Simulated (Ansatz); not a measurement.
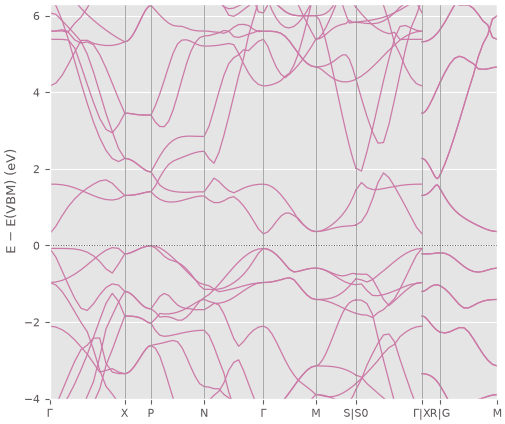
Figure. Band structure from the program Ansatz at the PBE level (PAW)

The gap is 0.31 eV; an edge lies off the plotted path or next to a special point (maximum off the standard path, minimum at Γ).

The material is SiSe2 (anatase, space group No. 141).

Space group I4_1/amd (anatase). A made-up cell: these elements were put on the sites of a structure type; neither database checked (COD, Materials Project) lists it. COD files the formula under space group No. 72, so this cell is another polymorph or a model. Its standing as an ambient phase is unchecked. Symmetry was held in the PBE relaxation; its stability against distortions is not shown here. Spin–orbit coupling is left out wherever it is not named.

Potentials: the later of the program's two PAW sets.
